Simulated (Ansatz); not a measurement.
## How fast states decay through CaH2S2

A new crystal, CaH2S2: structure, gap and complex bands. It is built by putting S for O in the CaH2O2 structure of space group C2, with the volume rescaled by atomic radii. The parent structure comes from the Materials Project.

Calculated with Ansatz 0.2.0; r2SCAN DFT, plane waves, PAW files, in the first sound run; inputs show where later runs differ.

The structure was built from a prototype and need not be the compound's stable phase.

### Step 1. Starting point

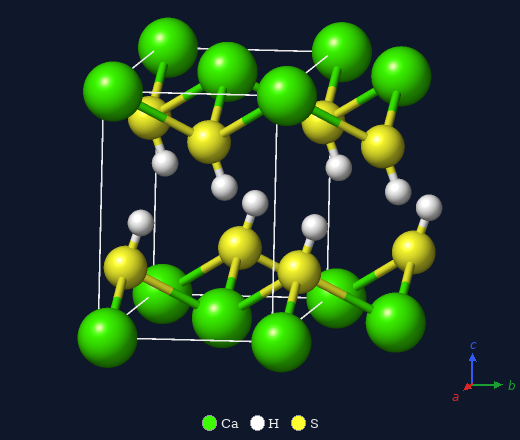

Start, viewed slightly off an axis; calcium green, hydrogen white, sulfur yellow. 1×2×1 cells are drawn. This picture shows the conventional cell, with its axes. Some periodic images of atoms are drawn too.

### Step 2. Cell and atoms at rest

The substituted atoms don't fit the parent's cell, so cell and atoms relax together. A small smearing keeps the run stable in case the gap closes on the way.

File input.yaml:

```yaml
crystal:
  lattice:
    - [3.4946354316, -1.9868273341, 0.0]
    - [3.4946354316, 1.9868273341, 0.0]
    - [-0.6998794975, 0.0, 5.5001790619]
  atoms:
    - { symbol: Ca, position: [0.945035, 0.054965, 0.0] }
    - { symbol: H, position: [0.14691, 0.430865, 0.583473] }
    - { symbol: H, position: [0.569135, 0.85309, 0.416527] }
    - { symbol: S, position: [0.254064, 0.361237, 0.769702] }
    - { symbol: S, position: [0.638763, 0.745936, 0.230298] }
kpoints:
  mp_grid: { grid: [6, 6, 4] }
scf:
  occupations: { method: gaussian, width: 0.03 }
hamiltonian:
  xc: r2scan
output:
  forces: true
  stress: true
relax:
  f_tol: 0.02
  max_steps: 60
  cell: {}
```

Launch:

```console
$ ansatz run input.yaml --threads 2 --pin off --max-ram 4096MiB --backend cpu --events-out ev --progress --plain --runs-dir out
```

Numbers of over 12 decimals in the logs are rounded to 6 here.

What it wrote:

```text
Engine: ansatz 0.2.0, x86_64-unknown-linux-gnu
Pseudopotentials: kind: paw
Pseudopotential: Ca, paw, valence charge 10, recommended cutoff 500 eV (meta_gga), Ca.paw.azcp
Pseudopotential: H, paw, valence charge 1, recommended cutoff 500 eV (meta_gga), H.paw.azcp
Pseudopotential: S, paw, valence charge 6, recommended cutoff 500 eV (meta_gga), S.paw.azcp
Functional definition: r2SCAN
  parameter k0 = 0.174
  parameter k1 = 0.065
  parameter a1 = 4.9479
  exchange = r2scan_x(k0 = k0, k1 = k1, a1 = a1)
  correlation = r2scan_c
Crystal: 5 atoms, lattice volume = 76.378 Å³
Basis set: ecut = 500 eV, 1953 PW (Γ), exchange–correlation on 120×120×180 points (64 copies of the dense FFT grid, shifted against one another)
Bands: 17, of which v1, the nominal top of the filled ones, is band 12 counted from 1 (11 counted from 0)
Symmetry: 2 space group operations
Space group: C2 (ITA 5), of the structure as read, at distance tolerance 4.2e-5 Å
k-points: 47 of 144 (time reversal used)
Non-local potential: Ca, projectors of the file, l = 0: 3, l = 1: 2, l = 2: 2
Non-local potential: H, projectors of the file, l = 0: 2, l = 1: 1
Non-local potential: S, projectors of the file, l = 0: 2, l = 1: 2, l = 2: 2
PAW form: soft (Blöchl's): semilocal exchange-correlation on the pseudo side does not see the compensation charge
PAW frozen core: Ca, regenerated for the run's functional (the file was generated under x = pbe(κ = 0.804, μ = 0.219515), c = pbe(β = 0.066725))
PAW frozen core: S, regenerated for the run's functional (the file was generated under x = pbe(κ = 0.804, μ = 0.219515), c = pbe(β = 0.066725))
PAW one-centre angular grid: Ca, 302 points (default); XC on 160 Gauss nodes
PAW one-centre angular grid: H, 302 points (default); XC on 160 Gauss nodes
PAW one-centre angular grid: S, 302 points (default); XC on 160 Gauss nodes
Initial density: superposition of atomic densities (neutral atoms: chi_scale 0, normalization atom), corrected by the library's trained network
Initial wavefunctions: pseudopotential atomic-orbital guess
Functional: x = r2scan, c = r2scan; τ floored in thin density (d = 2e-4 eV/Å³)
SCF iter   1: F=—  HF=-3666.906582 eV  |F-HF|=—  |Δ(HF+E_count)|=         —  Δρ=5.13e-3  dr2=1.40e-2  dr2_τ=1.55e-1  ethr=1.77e-3  ⟨swp⟩=8.7  Hψ=5799  notcnv=0
preconditioner: auto → Resta (q_TF=auto, 2.250 Å⁻¹)  ε∞=3.1  [insulator: Δε(μ)=3.621 eV  Ē_g=11.796 eV  σ=0.030 eV  W_gap=1.00  n_scr=18 (ndim 8)  ℏωp=17.0 eV  f_vac=0.024  D(μ)=0.00/eV (n_scr^D=0)  ε∞_Penn≈3.1]
SCF iter   2: F=—  HF=-3666.856154 eV  |F-HF|=—  |Δ(HF+E_count)|=   5.04e-2  Δρ=2.96e-3  dr2=4.02e-3  dr2_τ=1.66e-4  ethr=5.82e-5  ⟨swp⟩=3.0  Hψ=2006  notcnv=0  defer=47
SCF iter   3: F=—  HF=-3666.853914 eV  |F-HF|=—  |Δ(HF+E_count)|=   2.24e-3  Δρ=4.72e-4  dr2=1.98e-4  dr2_τ=3.80e-5  ethr=1.68e-5  ⟨swp⟩=2.0  Hψ=1442  notcnv=0
automatic band count: iteration 3 solves 16 bands in place of 17: the levels show a gap, and the empty bands left out lie too high to hold charge; the band table lists the bands solved (type scf.n_extra_bands for more)
SCF iter   4: F=—  HF=-3666.853914 eV  |F-HF|=—  |Δ(HF+E_count)|=   1.66e-7  Δρ=1.38e-4  dr2=8.98e-6  dr2_τ=1.46e-6  ethr=8.27e-7  ⟨swp⟩=2.0  Hψ=1098  notcnv=0
SCF iter   5: F=—  HF=-3666.853920 eV  |F-HF|=—  |Δ(HF+E_count)|=   5.71e-6  Δρ=3.13e-5  dr2=7.37e-7  dr2_τ=6.13e-8  ethr=3.74e-8  ⟨swp⟩=2.8  Hψ=1414  notcnv=0
SCF iter   6: F=-3666.853920 eV  HF=-3666.853920 eV  |F-HF|=2.41e-8  |Δ(HF+E_count)|=   5.88e-7  Δρ=5.99e-6  dr2=3.78e-8  dr2_τ=2.98e-9  ethr=4.17e-10  ⟨swp⟩=5.0  Hψ=2923  notcnv=0
SCF 1 converged in 6 iterations: F = -3666.853920 eV  dr2 = 3.78e-8
  greatest PAW one-centre occupation: 0.995 electrons in one spin orbital (limit 2), on the Ca atom at site 0 (counted from 0), in its partial waves of l = 0
relax step   1: F+E_penalty+E_count = -3666.85392039 eV  Δ(F+E_penalty+E_count) = +0.000e0 eV  max|allowed force component| = 1.300e1 eV/Å  Δτ_max = 0.0000 Å  P = +33.309 GPa  Ω = 76.378 Å³  (6 SCF iters, dr2 threshold 1.00e-7 eV, accepted)
Crystal: 5 atoms, lattice volume = 86.589 Å³
Basis set: ecut = 500 eV, 2211 PW (Γ), exchange–correlation on 120×120×180 points (64 copies of the dense FFT grid, shifted against one another)
Initial density: handed on by an earlier stage of this run
Initial wavefunctions: those handed on with the density
iter 1 solved again at ethr=1.64e-3 eV; its pass at ethr=3.10e-3 eV (dr2=3.94e-1 eV) is discarded
SCF iter   1: F=—  HF=-3669.498772 eV  |F-HF|=—  |Δ(HF+E_count)|=         —  Δρ=2.46e-2  dr2=3.96e-1  dr2_τ=2.33e-1  ethr=1.64e-3  ⟨swp⟩=1.0  Hψ=5784  notcnv=0
automatic band count: iteration 1 solves 15 bands in place of 17: the levels show a gap, and the empty bands left out lie too high to hold charge; the band table lists the bands solved (type scf.n_extra_bands for more)
preconditioner: auto → Resta (q_TF=auto, 2.203 Å⁻¹)  ε∞=3.3  [insulator: Δε(μ)=3.693 eV  Ē_g=10.424 eV  σ=0.030 eV  W_gap=1.00  n_scr=22 (ndim 8)  ℏωp=16.0 eV  f_vac=0.065  D(μ)=0.00/eV (n_scr^D=0)  ε∞_Penn≈3.3]
SCF iter   2: F=—  HF=-3669.696546 eV  |F-HF|=—  |Δ(HF+E_count)|=   1.98e-1  Δρ=1.25e-2  dr2=1.11e-1  dr2_τ=2.61e-3  ethr=1.64e-3  ⟨swp⟩=3.0  Hψ=1191  notcnv=0
SCF iter   3: F=—  HF=-3669.667475 eV  |F-HF|=—  |Δ(HF+E_count)|=   2.91e-2  Δρ=1.62e-3  dr2=2.58e-3  dr2_τ=4.56e-4  ethr=4.64e-4  ⟨swp⟩=3.4  Hψ=1413  notcnv=0
SCF iter   4: F=—  HF=-3669.667822 eV  |F-HF|=—  |Δ(HF+E_count)|=   3.47e-4  Δρ=5.84e-4  dr2=3.54e-4  dr2_τ=2.57e-5  ethr=1.08e-5  ⟨swp⟩=2.6  Hψ=1428  notcnv=0
SCF iter   5: F=—  HF=-3669.668018 eV  |F-HF|=—  |Δ(HF+E_count)|=   1.96e-4  Δρ=1.31e-4  dr2=1.86e-5  dr2_τ=1.34e-6  ethr=1.47e-6  ⟨swp⟩=2.1  Hψ=1281  notcnv=0
SCF iter   6: F=—  HF=-3669.668027 eV  |F-HF|=—  |Δ(HF+E_count)|=   8.98e-6  Δρ=3.65e-5  dr2=1.89e-6  dr2_τ=1.78e-7  ethr=7.74e-8  ⟨swp⟩=2.0  Hψ=1220  notcnv=0
SCF iter   7: F=-3669.668027 eV  HF=-3669.668027 eV  |F-HF|=6.50e-8  |Δ(HF+E_count)|=   1.80e-7  Δρ=8.76e-6  dr2=7.99e-8  dr2_τ=5.81e-9  ethr=2.08e-9  ⟨swp⟩=5.0  Hψ=2663  notcnv=0
SCF 2 converged in 7 iterations: F = -3669.668027 eV  dr2 = 7.99e-8
relax step   2: F+E_penalty+E_count = -3669.66802744 eV  Δ(F+E_penalty+E_count) = -2.814e0 eV  max|allowed force component| = 4.504e0 eV/Å  Δτ_max = 0.1116 Å  P = +11.074 GPa  Ω = 86.589 Å³  energy of the carried Pulay correction = -2.731e-3 eV  (7 SCF iters, dr2 threshold 5.00e-7 eV, accepted)
Crystal: 5 atoms, lattice volume = 97.269 Å³
Basis set: ecut = 500 eV, 2461 PW (Γ), exchange–correlation on 120×120×180 points (64 copies of the dense FFT grid, shifted against one another)
[...]
relax step   3: F+E_penalty+E_count = -3670.34750384 eV  Δ(F+E_penalty+E_count) = -6.795e-1 eV  max|allowed force component| = 3.419e-1 eV/Å  Δτ_max = 0.1952 Å  P = +1.714 GPa  Ω = 97.269 Å³  energy of the carried Pulay correction = -5.248e-3 eV  (7 SCF iters, dr2 threshold 5.00e-7 eV, accepted)
[... from here on, the SCF cycles and remarks between the steps are left out ...]
relax step   4: F+E_penalty+E_count = -3670.36379380 eV  Δ(F+E_penalty+E_count) = -1.629e-2 eV  max|allowed force component| = 4.412e-1 eV/Å  Δτ_max = 0.0285 Å  P = +0.817 GPa  Ω = 98.102 Å³  energy of the carried Pulay correction = -5.431e-3 eV  (5 SCF iters, dr2 threshold 5.00e-7 eV, accepted)
relax step   5: F+E_penalty+E_count = -3670.38215678 eV  Δ(F+E_penalty+E_count) = -1.836e-2 eV  max|allowed force component| = 2.078e-1 eV/Å  Δτ_max = 0.0885 Å  P = +0.625 GPa  Ω = 98.208 Å³  energy of the carried Pulay correction = -5.454e-3 eV  (6 SCF iters, dr2 threshold 5.00e-7 eV, accepted)
relax step   6: F+E_penalty+E_count = -3670.38870631 eV  Δ(F+E_penalty+E_count) = -6.550e-3 eV  max|allowed force component| = 6.337e-2 eV/Å  Δτ_max = 0.0283 Å  P = +0.044 GPa  Ω = 99.014 Å³  energy of the carried Pulay correction = -5.630e-3 eV  (5 SCF iters, dr2 threshold 5.00e-7 eV, accepted)
relax step   7: F+E_penalty+E_count = -3670.39349444 eV  Δ(F+E_penalty+E_count) = -4.788e-3 eV  max|allowed force component| = 9.394e-2 eV/Å  Δτ_max = 0.0620 Å  P = -0.070 GPa  Ω = 99.293 Å³  energy of the carried Pulay correction = -5.690e-3 eV  (5 SCF iters, dr2 threshold 4.12e-7 eV, accepted)
relax step   8: F+E_penalty+E_count = -3670.39936734 eV  Δ(F+E_penalty+E_count) = -5.873e-3 eV  max|allowed force component| = 1.190e-1 eV/Å  Δτ_max = 0.0805 Å  P = -0.178 GPa  Ω = 100.034 Å³  energy of the carried Pulay correction = -5.850e-3 eV  (6 SCF iters, dr2 threshold 5.00e-7 eV, accepted)
relax step   9: F+E_penalty+E_count = -3670.40767938 eV  Δ(F+E_penalty+E_count) = -8.312e-3 eV  max|allowed force component| = 1.470e-2 eV/Å  Δτ_max = 0.0627 Å  P = -0.033 GPa  Ω = 99.071 Å³  energy of the carried Pulay correction = -5.642e-3 eV  (6 SCF iters, dr2 threshold 5.00e-7 eV, accepted)
relax step  10: F+E_penalty+E_count = -3670.40804063 eV  Δ(F+E_penalty+E_count) = -3.613e-4 eV  max|allowed force component| = 6.417e-2 eV/Å  Δτ_max = 0.0690 Å  P = +0.010 GPa  Ω = 98.448 Å³  energy of the carried Pulay correction = -5.507e-3 eV  (7 SCF iters, dr2 threshold 2.22e-8 eV, accepted)
relax step  11: F+E_penalty+E_count = -3670.40869178 eV  Δ(F+E_penalty+E_count) = -6.512e-4 eV  max|allowed force component| = 6.062e-2 eV/Å  Δτ_max = 0.0247 Å  P = -0.011 GPa  Ω = 98.155 Å³  energy of the carried Pulay correction = -5.443e-3 eV  (5 SCF iters, dr2 threshold 2.57e-7 eV, accepted)
relax step  12: F+E_penalty+E_count = -3670.40884904 eV  Δ(F+E_penalty+E_count) = -1.573e-4 eV  max|allowed force component| = 7.311e-4 eV/Å  Δτ_max = 0.0058 Å  P = +0.001 GPa  Ω = 98.291 Å³  energy of the carried Pulay correction = -5.472e-3 eV  (4 SCF iters, dr2 threshold 2.30e-7 eV, accepted)
Basis set: ecut = 500 eV, 2499 PW (Γ), exchange–correlation on 128×128×180 points (64 copies of the dense FFT grid, shifted against one another)
Initial wavefunctions: pseudopotential atomic-orbital guess (no wavefunctions were taken with the density)
iter 1 solved again at ethr=4.67e-7 eV; its pass at ethr=3.10e-3 eV (dr2=1.12e-4 eV) is discarded
SCF iter   1: F=—  HF=-3670.414737 eV  |F-HF|=—  |Δ(HF+E_count)|=         —  Δρ=4.93e-4  dr2=1.93e-5  dr2_τ=5.62e-5  ethr=4.67e-7  ⟨swp⟩=3.0  Hψ=7973  notcnv=0
preconditioner: auto → Resta (q_TF=auto, 2.157 Å⁻¹)  ε∞=3.1  [insulator: Δε(μ)=3.891 eV  Ē_g=10.462 eV  σ=0.030 eV  W_gap=1.00  n_scr=22 (ndim 8)  ℏωp=15.0 eV  f_vac=0.044  D(μ)=0.00/eV (n_scr^D=0)  ε∞_Penn≈3.1]
SCF iter   2: F=—  HF=-3670.415613 eV  |F-HF|=—  |Δ(HF+E_count)|=   8.76e-4  Δρ=2.57e-4  dr2=5.20e-6  dr2_τ=1.34e-5  ethr=8.03e-8  ⟨swp⟩=2.0  Hψ=1273  notcnv=0
SCF iter   3: F=—  HF=-3670.415750 eV  |F-HF|=—  |Δ(HF+E_count)|=   1.37e-4  Δρ=8.92e-6  dr2=4.62e-8  dr2_τ=1.73e-8  ethr=2.17e-8  ⟨swp⟩=2.0  Hψ=1175  notcnv=0
SCF iter   4: F=—  HF=-3670.415749 eV  |F-HF|=—  |Δ(HF+E_count)|=   1.71e-6  Δρ=2.40e-6  dr2=2.83e-9  dr2_τ=1.08e-9  ethr=1.93e-10  ⟨swp⟩=2.3  Hψ=1375  notcnv=0
SCF iter   5: F=—  HF=-3670.415749 eV  |F-HF|=—  |Δ(HF+E_count)|=   2.37e-8  Δρ=6.33e-7  dr2=3.44e-10  dr2_τ=5.75e-11  ethr=1.18e-11  ⟨swp⟩=2.0  Hψ=1175  notcnv=0
SCF iter   6: F=-3670.415749 eV  HF=-3670.415749 eV  |F-HF|=1.27e-11  |Δ(HF+E_count)|=   1.06e-9  Δρ=1.03e-7  dr2=9.63e-12  dr2_τ=3.93e-12  ethr=1.00e-12  ⟨swp⟩=5.0  Hψ=2910  notcnv=0
SCF 13 converged in 6 iterations: F = -3670.415749 eV  dr2 = 9.63e-12
relax step  13: F+E_penalty+E_count = -3670.41574865 eV  Δ(F+E_penalty+E_count) = -6.900e-3 eV  max|allowed force component| = 4.344e-3 eV/Å  Δτ_max = 0.0000 Å  P = +0.023 GPa  Ω = 98.291 Å³  stress off target by 4.18e-2 GPa  SCF on the basis re-selected at this cell (its energy is not comparable with the rows above)  (6 SCF iters)
basis re-selected at this cell: Δ(F+E_penalty+E_count) = -6.900e-3 eV, ΔP = +0.022 GPa vs the last step (what re-selecting the basis moved, of the pressure what is left beyond the Pulay correction that the steps carried, after the strain that the cell walked since its last selection, with what the two solves' SCF thresholds leave and, on support functions, any second-order correction that the steps lacked; it is no measure of the basis error at this ecutwfc). The dense FFT grid was sized anew with the basis: this SCF ran on 32×32×45 points, the steps before it on 30×30×45, so part of this shift can come from that change (see relax.cell in the input reference). [rest of the remark cut]
SCF converged after 6 iterations
Free energy (F): -3670.415749 eV
Harris-Foulkes:  -3670.415749 eV  (|F-HF|=1.27e-11)
Internal energy: -3670.415749 eV  (E = F + TS)
E sigma→0 (E₀):  -3670.415749 eV
Fermi energy:    3.979675 eV
--- Per-component energies (eV) ---
  E_band       = -233.074324
  E_kinetic    = 518.287874
  E_local      = -1308.174626  (includes V_loc(G=0)·N_el)
  E_nonlocal   = 122.442323
  E_hartree    = 447.081608
  E_xc         = -338.740930
  E_vxc        = -409.398626  (∫ρ·V_xc dr)
  E_paw        = -2083.882039  (= ΣΔE_a)
  E_vpaw       = -72.792804  (= ΣTr[D̂ρ^β])
  E_aug_tail   = -0.000828  (compensation charges beyond the density's cutoff)
  E_vtau       = 22.399200  (kinetic-family band-sum trace: ∫τ·v_τ [+ j·A + Jᵃ·Aᵃ] dr)
  E_ewald      = -1026.988931
  E_core_change = -0.440199  (= ΣΔE_core)
  E_smearing   = -0.000000  (= −TS)
  E_closure    = -0.000000  (closes the sum)
  Σ components = -3670.415749   (vs F -3670.415749, Δ=0.00e0)
--- Forces (eV/Å), atoms counted from 1 ---
  atom   1  Ca     0.00000000     0.00009598    -0.00000000
  atom   2  H      0.00022253     0.00004835     0.00434375
  atom   3  H     -0.00022253     0.00004835    -0.00434375
  atom   4  S     -0.00074333    -0.00009307    -0.00377829
  atom   5  S      0.00074333    -0.00009307     0.00377829
  max |Σ_I F_I| component: 6.54e-6 eV/Å
--- Stress (GPa, compression-positive) ---
        0.033883       0.000000       0.017075
        0.000000       0.029759       0.000000
        0.017075       0.000000       0.005130
  P = ⅓ Tr σ = 0.0229 GPa (0.229 kbar)
--- Relaxed structure (12 steps of the walk, 12 accepted, 1 SCFs on fresh bases) ---
  F+E_penalty+E_count = -3670.41574865 eV   max|allowed force component| = 4.344e-3 eV/Å   (the final SCF, on the basis selected at the relaxed cell)
  cell:  # Å, volume = 98.2906 Å³
    - [3.770965, -2.183592, 0.236142]
    - [3.770965, 2.183592, 0.236142]
    - [-0.383560, -1.0979085449557706e-16, 5.944380]
  atoms:
    - { symbol: Ca, position: [0.910768, 0.089232, -1.3877787807814457e-17] }
    - { symbol: H, position: [0.243589, 0.421979, 0.550261] }
    - { symbol: H, position: [0.578021, 0.756411, 0.449739] }
    - { symbol: S, position: [0.243984, 0.422455, 0.775570] }
    - { symbol: S, position: [0.577545, 0.756016, 0.224430] }
```

Elapsed: 80 s, on 2 threads of Intel Xeon Platinum 8175M at 2.50GHz (Skylake/Cascade Lake), shared host; peak memory 0.6 GiB.

The steps of the relaxation:

```tsv
step	energy less that of the first step (eV)	largest force component (eV/Å)	pressure (GPa)	volume (Å³)
1	0.0000	12.9954	33.31	76.38
2	-2.8141	4.5036	11.07	86.59
3	-3.4936	0.3419	1.71	97.27
4	-3.5099	0.4412	0.82	98.10
5	-3.5282	0.2078	0.62	98.21
6	-3.5348	0.0634	0.04	99.01
7	-3.5396	0.0939	-0.07	99.29
8	-3.5454	0.1190	-0.18	100.03
9	-3.5538	0.0147	-0.03	99.07
10	-3.5541	0.0642	0.01	98.45
11	-3.5548	0.0606	-0.01	98.16
12	-3.5549	0.0007	0.00	98.29
13*	-3.5618	0.0043	0.02	98.29
```

Relaxation steps marked * repeat the geometry before them on a plane-wave basis chosen anew for their cell, so energy and pressure can jump there.

Forces are held to the 2 operations that the run works with; a distortion that breaks them can't arise in this run.

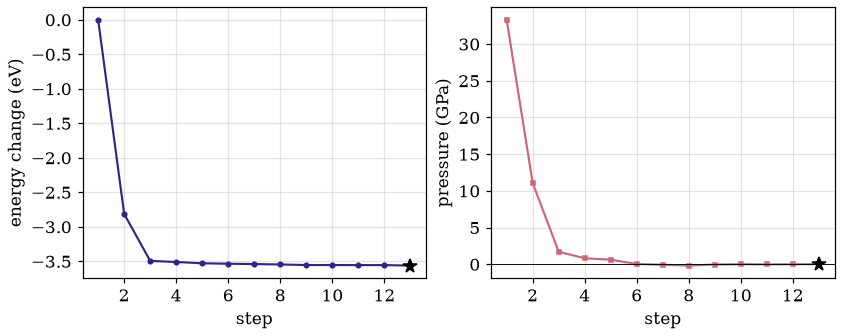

Energy and pressure along the relaxation. Stars mark steps on a basis chosen anew.

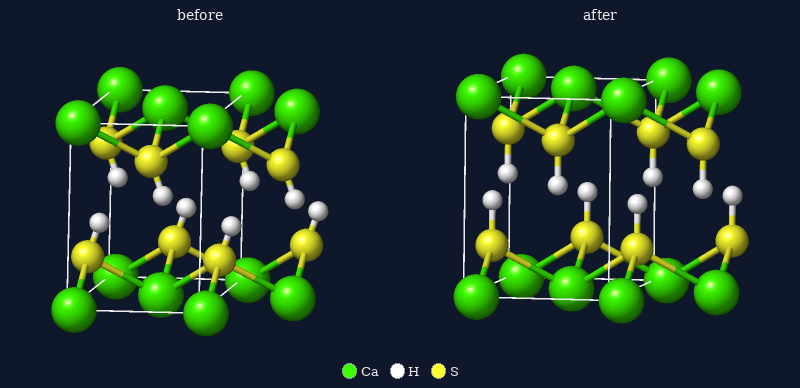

Before and after, at one scale.

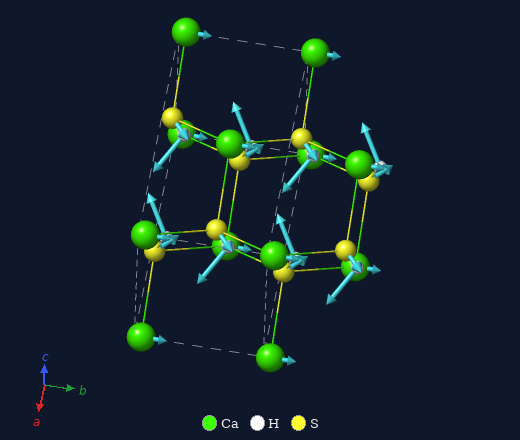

Displacements in the relaxation, exaggerated, measured against the changing cell; the longest in the cell stands for 0.45 Å. 1×2×1 conventional cells are drawn. Some periodic images of atoms are drawn too.

```tsv
cell as run	before	after	change
a (Å)	4.020	4.364	+8.6 %
b (Å)	4.020	4.364	+8.6 %
c (Å)	5.545	5.957	+7.4 %
α (°)	96.30	90.09	-6.4 %
β (°)	96.30	90.09	-6.4 %
γ (°)	59.24	60.05	+1.4 %
volume (Å³/atom)	15.28	19.66	+28.7 %
```

The atoms that moved most (Å, as changes of fractional coordinates times the final cell):

```tsv
atom	dx	dy	dz	length
H2	0.344	-0.231	-0.177	0.450
H3	-0.344	-0.231	0.177	0.450
S5	-0.191	0.156	-0.047	0.251
S4	0.191	0.156	0.047	0.251
Ca1	0.000	0.150	0.000	0.150
```

The relaxed structure:

```cif
data_structure
_symmetry_space_group_name_H-M 'P 1'
_symmetry_Int_Tables_number 1
_cell_length_a 4.3639
_cell_length_b 4.3639
_cell_length_c 5.9567
_cell_angle_alpha 90.094
_cell_angle_beta 90.094
_cell_angle_gamma 60.049
_cell_volume 98.29
loop_
_atom_site_label
_atom_site_type_symbol
_atom_site_fract_x
_atom_site_fract_y
_atom_site_fract_z
_atom_site_occupancy
Ca1 Ca 0.91077 0.08923 0.00000 1
H2 H 0.24359 0.42198 0.55026 1
H3 H 0.57802 0.75641 0.44974 1
S4 S 0.24398 0.42245 0.77557 1
S5 S 0.57755 0.75602 0.22443 1
```

This step gave:

```
free energy  : -3670.4157 eV
Fermi energy : 3.980 eV
pressure     : 0.02292 GPa
```

The largest force component on a free atom ends at 0.0043 eV/Å.

[end of part 1 of 3]

[Logs are printed without paths, hosts, clocks, repeated set-up lines and the standing remarks that a program may print on its own settings, such as how far it seeks lower states.]

[Hosts, paths, dates, database ids (printed as entryN), source tags and the programs' standing remarks are cut or masked in the printed files.]

[New means built here by substitution; the compound itself may be known and measured.]
